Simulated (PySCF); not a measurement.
**B3LYP/6-31G(d) (spherical functions) run of GeSiH6O (SMILES [OH][GeH2][SiH3])**

What is the energy change on altering one bond length of GeSiH6O at B3LYP/6-31G* (spherical functions)? The job is set up through a Python script.

Program for the calculation: PySCF 2.14.0.

2 further runs of the same task are left out: 2 set aside as unsound or not needed.

## Step 1: The structure to begin with

GeSiH6O has 9 atoms, charge 0, and is taken as a singlet. SMILES: `[OH][GeH2][SiH3]`. Geometry: relaxed at PBE0-D4/def2-TZVP. This is one conformer, not always the lowest.

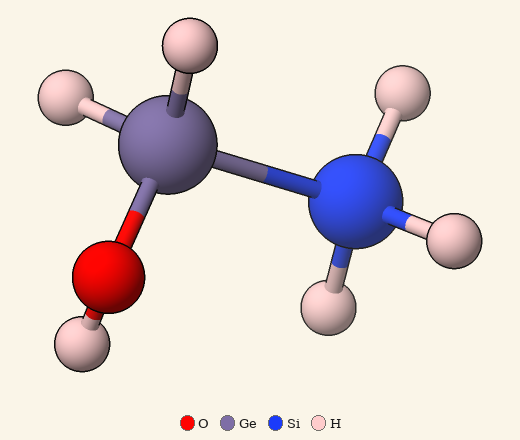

The structure, seen from a chosen angle (oxygen red, germanium purple, silicon blue, hydrogen pink).

## Step 2: A single-point energy at B3LYP/6-31G(d) (spherical functions)

The input, run.py:

```python
from pyscf import gto, dft

system = gto.M(
    atom=[
    ('O', (-1.665400, 1.003200, -0.854800)),
    ('Ge', (0.086300, 0.899600, -0.495500)),
    ('Si', (0.525800, -1.010700, 0.870400)),
    ('H', (-1.973400, 0.267900, -1.389000)),
    ('H', (0.873700, 0.832100, -1.824400)),
    ('H', (0.388100, 2.226700, 0.215900)),
    ('H', (1.986000, -1.132800, 1.128400)),
    ('H', (0.060100, -2.236200, 0.166300)),
    ('H', (-0.192800, -0.896100, 2.165800)),
],
    charge=0,
    max_memory=1860,
    basis='6-31g*',
    verbose=3,
)

calc0 = dft.RKS(system)
calc0.xc = 'b3lyp'
calc0.conv_tol = 1e-10
calc0.grids.level = 5
calc0.kernel()
if not calc0.converged:
    calc0 = calc0.newton().run(calc0.mo_coeff, calc0.mo_occ)

energy = calc0.e_tot
print('E(%s) = %.9f' % ('B3LYP', energy))
```

Run with:

```bash
$ OMP_NUM_THREADS=1 python run.py
```

Standard output:

```text
converged SCF energy = -2445.08686972763
E(B3LYP) = -2445.086869728
```

It took 17 s on 1 thread of Intel Xeon at 2.70GHz, shared host; peak memory 0.4 GiB.

## Step 3: The distorted shape at the same level

The input, calc.py:

```python
from pyscf import gto, dft

mol = gto.Mole()
mol.atom = '''
O     -2.448705     3.563196    -0.403946
Ge     0.861528     3.367420     0.275033
Si     1.692063    -0.242524     2.856210
H     -3.729186     0.506258    -2.624830
H      2.349498     3.239864    -2.236224
H      1.431847     5.875276     1.619384
H      4.451441    -0.473259     3.343759
H      0.812017    -2.558383     1.525653
H      0.334105    -0.025961     5.304161
'''
mol.verbose = 4
mol.unit = 'bohr'
mol.spin = 0
mol.basis = '6-31g*'
mol.max_memory = 1860
mol.build()

mf = dft.RKS(mol)
mf.xc = 'b3lyp'
mf.grids.level = 5
mf.conv_tol = 1e-10
mf.kernel()
if not mf.converged:
    mf = mf.newton().run(mf.mo_coeff, mf.mo_occ)

etot = mf.e_tot
print('E = %.10f Eh' % etot)
```

Run with:

```bash
$ OMP_NUM_THREADS=1 python calc.py
```

Standard output:

```text
PySCF version 2.14.0

[... 91 lines left out ...]
converged SCF energy = -2444.90002563601
E = -2444.9000256360 Eh
```

Wall time 25 s (1 thread of Intel Xeon at 2.70GHz, shared host); peak memory 0.4 GiB.

## Step 4: Results

At B3LYP/6-31G* (spherical functions):

| quantity | value |
| --- | --- |
| first shape: total energy | -2445.08687 Eh |
| first shape: dipole moment | 1.55 D |
| first shape: HOMO energy | -7.32 eV |
| first shape: LUMO energy | -0.34 eV |
| first shape: HOMO–LUMO gap | 6.98 eV |
| distorted shape: total energy | -2444.90003 Eh |
| distorted shape: dipole moment | 1.53 D |
| distorted shape: HOMO energy | -7.23 eV |
| distorted shape: LUMO energy | -4.95 eV |
| distorted shape: HOMO–LUMO gap | 2.28 eV |
| energy change with the O1–H4 bond stretched from 0.960 to 2.111 Å | 5.084 eV |

**Reading.** One bond (distorted shape) is far stretched, which a spin-restricted single reference describes badly; a broken-symmetry solution may lie lower. With the O1–H4 bond stretched from 0.960 to 2.111 Å the energy rises by 5.08 eV (491 kJ/mol). The first shape isn't relaxed at this level, so the change isn't measured from a minimum. A restricted reference can't describe the breaking bond well at this length.
